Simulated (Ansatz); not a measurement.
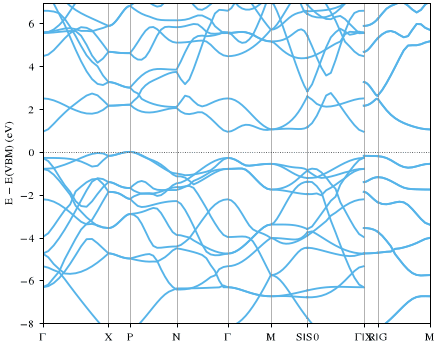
Fig. 1. Band structure from PBE (plane waves, PAW; program Ansatz)

Question: Read off the gap and where the band edges lie.

Answer: About 0.9 eV (0.94 eV by a search for the band edges); maximum at P, minimum at Γ.

The material is SiS2 (anatase, I4_1/amd).

The cell is a constructed one: a structure type filled with these elements; neither database checked (COD, Materials Project) lists it. COD files the formula under space group No. 72, 122, so this cell is another polymorph or a model. Its standing as an ambient phase is unchecked. The cell was relaxed with PBE under the symmetry of its start; whether a distortion lowers the energy is not shown.

Potentials: the later of the program's two PAW sets.
